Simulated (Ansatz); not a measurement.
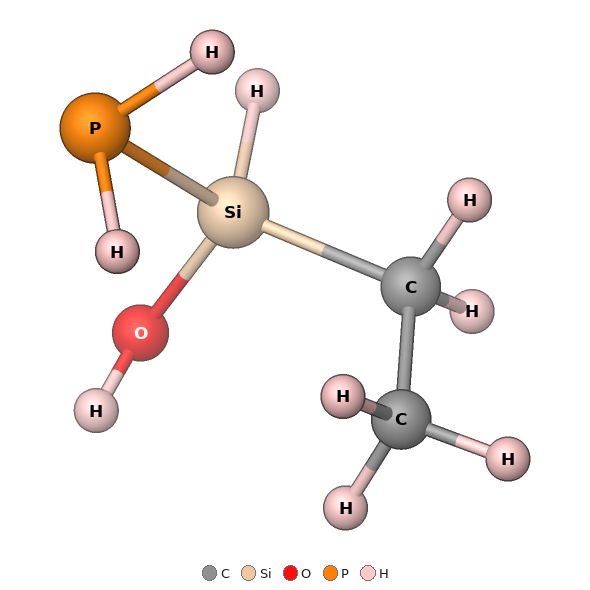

Distant atoms are faded towards the background colour. The computed structure is the end point of a PBE0-D4/def2-TZVP optimisation. No frequency run is at hand to confirm it as a minimum.

Which symmetry elements does this geometry have?

It has no symmetry element but the identity, so the point group is C1. The group has 1 operation. The geometry is chiral, and symmetry allows a dipole moment.
